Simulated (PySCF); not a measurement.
# C2H8Sn (SnEtH3) at 6 levels

Aim: a comparison of 6 runs (HF/3-21G, HF/def2-SVP, PBE0/3-21G, B3LYP/def2-SVP, PBE0/def2-SVP, B3LYP/def2-SVPD) of C2H8Sn (SnEtH3). The job is set up through a Python script.

The calculation is run with PySCF 2.14.0.

## (1) The structure to begin with

C2H8Sn has 11 atoms, charge 0, and is taken as a singlet. SMILES: `[H][Sn]([H])([H])[CH2]C`. The shape comes from GFN2-xTB, which is rough for such elements, and wasn't checked as a minimum.

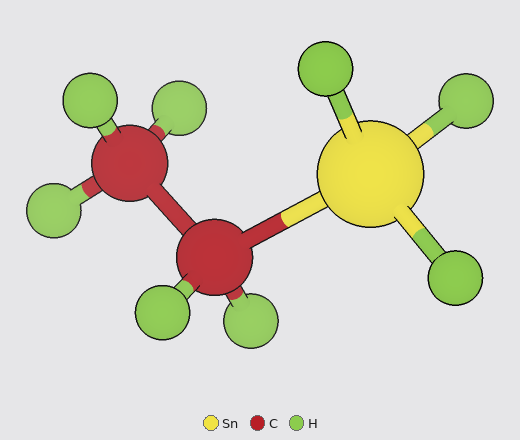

Viewed from a chosen angle; tin yellow, carbon red, hydrogen green.

## (2) Energy and forces at HF/3-21G (run 1)

File job.py:

```python
from pyscf import gto, scf

system = gto.M(
    atom=[
    ('Sn', (-0.309560, -0.423850, -1.524430)),
    ('C', (-0.282710, -0.405080, 0.643750)),
    ('C', (0.528460, 0.735360, 1.226280)),
    ('H', (0.116870, -1.358130, 0.986000)),
    ('H', (-1.312100, -0.345770, 0.993120)),
    ('H', (0.498700, 0.693790, 2.313780)),
    ('H', (1.568190, 0.676350, 0.913600)),
    ('H', (0.133630, 1.698840, 0.913700)),
    ('H', (1.223450, -0.429190, -2.168730)),
    ('H', (-1.070030, 0.913050, -2.156800)),
    ('H', (-1.094910, -1.755380, -2.140270)),
],
    basis='3-21g',
    verbose=3,
    charge=0,
    max_memory=1860,
)

mf = scf.RHF(system)
mf.conv_tol = 1e-10
mf.kernel()
if not mf.converged:
    mf = mf.newton().run(mf.mo_coeff, mf.mo_occ)

e_final = mf.e_tot
print('Final energy', e_final)
grad = mf.nuc_grad_method().kernel()
mf.analyze()
```

The run is started by

```bash
OMP_NUM_THREADS=1 python job.py
```

Log:

```text
converged SCF energy = -6076.19198358493
[... 19 lines left out ...]
MO #10  energy= -19.0499899624378  occ= 2
[... 10 lines left out ...]
MO #21  energy= -1.39680498581477  occ= 2
[... 10 lines left out ...]
MO #32  energy= -0.494879997016413 occ= 2
[... 10 lines left out ...]
MO #43  energy= 0.352612192249472  occ= 0
[... 10 lines left out ...]
MO #54  energy= 1.13595761553147   occ= 0
[... 10 lines left out ...]
MO #65  energy= 2.26198876173397   occ= 0
[... 12 lines left out ...]
Dipole moment(X, Y, Z, Debye): -0.00474, -0.01834,  0.97270
```

Wall time 10 s (1 thread of Intel Xeon at 2.50GHz (Skylake/Cascade Lake), shared host); peak memory 0.14 GiB.

## (3) Energy and forces at HF/def2-SVP (core potential) (run 2)

File run.py:

```python
from pyscf import gto

molecule = gto.Mole()
molecule.atom = '''
Sn    -0.584984    -0.800960    -2.880755
C     -0.534244    -0.765490     1.216511
C      0.998645     1.389629     2.317333
H      0.220852    -2.566494     1.863270
H     -2.479510    -0.653411     1.876725
H      0.942406     1.311073     4.372411
H      2.963450     1.278116     1.726454
H      0.252524     3.210342     1.726643
H      2.311985    -0.811052    -4.098306
H     -2.022064     1.725414    -4.075761
H     -2.069080    -3.317187    -4.044524
'''
molecule.max_memory = 1860
molecule.charge = 0
molecule.unit = 'bohr'
molecule.basis = 'def2-svp'
molecule.verbose = 3
molecule.ecp = {'Sn': 'def2-svp'}
molecule.build()

calc0 = molecule.RHF()
calc0.conv_tol = 1e-10
calc0.kernel()
if not calc0.converged:
    calc0 = calc0.newton().run(calc0.mo_coeff, calc0.mo_occ)

etot = calc0.e_tot
print(f'total energy: {etot:.8f} hartree')
grad = calc0.nuc_grad_method().kernel()
calc0.analyze()
```

The run is started by

```bash
OMP_NUM_THREADS=1 python run.py
```

Log:

```text
converged SCF energy = -293.6432238201
[... 23 lines left out ...]
MO #14  energy= -0.665886122219515 occ= 2
[... 15 lines left out ...]
MO #30  energy= 0.27426948116404   occ= 0
[... 15 lines left out ...]
MO #46  energy= 0.88491652190584   occ= 0
[... 15 lines left out ...]
MO #62  energy= 1.74310499629741   occ= 0
[... 15 lines left out ...]
MO #78  energy= 2.27196593449404   occ= 0
[... 15 lines left out ...]
MO #94  energy= 52.4975327224876   occ= 0
[... 12 lines left out ...]
Dipole moment(X, Y, Z, Debye):  0.00580, -0.00472,  1.01965
```

Run time: 26 s. Hardware: 1 thread of Intel Xeon at 2.50GHz (Skylake/Cascade Lake), shared host; peak memory 0.2 GiB.

## (4) Energy and gradient at PBE0/3-21G (run 3)

File run.py:

```python
from pyscf import gto, dft

molecule = gto.Mole()
molecule.atom = '''
Sn    -0.309560    -0.423850    -1.524430
C     -0.282710    -0.405080     0.643750
C      0.528460     0.735360     1.226280
H      0.116870    -1.358130     0.986000
H     -1.312100    -0.345770     0.993120
H      0.498700     0.693790     2.313780
H      1.568190     0.676350     0.913600
H      0.133630     1.698840     0.913700
H      1.223450    -0.429190    -2.168730
H     -1.070030     0.913050    -2.156800
H     -1.094910    -1.755380    -2.140270
'''
molecule.verbose = 4
molecule.basis = '3-21g'
molecule.spin = 0
molecule.max_memory = 1860
molecule.charge = 0
molecule.build()

calc0 = dft.RKS(molecule)
calc0.xc = 'pbe0'
calc0.grids.level = 5
calc0.conv_tol = 1e-10
calc0.kernel()
if not calc0.converged:
    calc0 = calc0.newton().run(calc0.mo_coeff, calc0.mo_occ)

energy = calc0.e_tot
print('Final energy', energy)
grad = calc0.nuc_grad_method().kernel()
dip = calc0.dip_moment()
pop, q = calc0.mulliken_pop()
```

The run is started by

```bash
OMP_NUM_THREADS=1 python run.py
```

Log:

```text
PySCF version 2.14.0

[... 76 lines left out ...]
converged SCF energy = -6078.88734073184
Final energy -6078.887340731837
[... 12 lines left out ...]
Dipole moment(X, Y, Z, Debye):  0.01038,  0.00471,  0.99716
[... 77 lines left out ...]
charge of   10H =     -0.15283
```

It took 42 s on 1 thread of Intel Xeon at 2.50GHz (Skylake/Cascade Lake), shared host; peak memory 0.65 GiB.

Runs 4 to 5 aren't shown in full; the table further down has their settings and results.

## (5) Energy and forces at B3LYP/def2-SVPD (core potential) (run 6)

File mol.xyz:

```xyz
11
C2H8Sn
Sn    -0.309560    -0.423850    -1.524430
C     -0.282710    -0.405080     0.643750
C      0.528460     0.735360     1.226280
H      0.116870    -1.358130     0.986000
H     -1.312100    -0.345770     0.993120
H      0.498700     0.693790     2.313780
H      1.568190     0.676350     0.913600
H      0.133630     1.698840     0.913700
H      1.223450    -0.429190    -2.168730
H     -1.070030     0.913050    -2.156800
H     -1.094910    -1.755380    -2.140270
```

File calc.py:

```python
import pyscf.grad
from pyscf import gto, dft

mol = gto.M(
    atom='mol.xyz',
    basis='def2-svpd',
    charge=0,
    max_memory=1860,
    ecp={'Sn': 'def2-svp'},
    verbose=3,
)

ks = dft.RKS(mol)
ks.xc = 'b3lyp'
ks.conv_tol = 1e-10
ks.grids.level = 5
ks.kernel()
if not ks.converged:
    ks = ks.newton().run(ks.mo_coeff, ks.mo_occ)

e_final = ks.e_tot
print('E(%s) = %.9f' % ('B3LYP', e_final))
grad = ks.Gradients().kernel()
ks.analyze()
```

The run is started by

```bash
OMP_NUM_THREADS=1 python calc.py
```

Log:

```text
converged SCF energy = -295.308212261398
[... 30 lines left out ...]
MO #21  energy= -0.283847526046671 occ= 2
[... 22 lines left out ...]
MO #44  energy= 0.245680080198664  occ= 0
[... 22 lines left out ...]
MO #67  energy= 0.475554394892972  occ= 0
[... 22 lines left out ...]
MO #90  energy= 1.00431936646229   occ= 0
[... 22 lines left out ...]
MO #113 energy= 1.95656303301084   occ= 0
[... 22 lines left out ...]
MO #136 energy= 52.2934503185833   occ= 0
[... 12 lines left out ...]
Dipole moment(X, Y, Z, Debye):  0.01924,  0.01425,  1.07867
```

Wall time 2.4 min (1 thread of Intel Xeon at 2.50GHz (Skylake/Cascade Lake), shared host); peak memory 1.5 GiB.

## (6) All runs side by side

```csv
run,level,core potential,integration grid,energy (Eh),dipole moment (D),HOMO energy (eV),LUMO energy (eV),wall time
1,HF/3-21G,–,–,-6076.191984,0.97,-10.55,3.94,10 s
2,HF/def2-SVP (core potential),def2-svp,–,-293.643224,1.02,-10.64,3.59,26 s
3,PBE0/3-21G,–,5,-6078.887341,1.00,-7.75,1.03,42 s
4,B3LYP/def2-SVP (core potential),def2-svp,5,-295.301245,1.05,-7.64,0.50,67 s
5,PBE0/def2-SVP (core potential),def2-svp,5,-295.125808,1.02,-7.87,0.76,78 s
6,B3LYP/def2-SVPD (core potential),def2-svp,5,-295.308212,1.08,-7.72,0.01,2.4 min
```

## (7) Results

| quantity | value |
| --- | --- |
| run 6: total energy | -295.30821 Eh |
| run 6: dipole moment | 1.08 D |
| run 6: HOMO energy | -7.72 eV |
| run 6: LUMO energy | 0.01 eV |
| run 6: HOMO–LUMO gap | 7.74 eV |
| run 6: largest force on an atom | 0.922 eV/Å |

What this shows: The dipole moment (its size) runs from 0.97 D (HF/3-21G) to 1.08 D (B3LYP/def2-SVPD). The two ends differ in method and basis and core potential. The HOMO–LUMO gap runs from 7.74 eV (B3LYP/def2-SVPD) to 14.49 eV (HF/3-21G). Totals of different functionals can't be ranked against each other. Some runs of one species differ in core potentials or relativity; totals across that change don't compare. In runs 1, 3 relativity is left out where basis or elements ask for it. All runs together took 6.1 min, the longest 2.4 min.
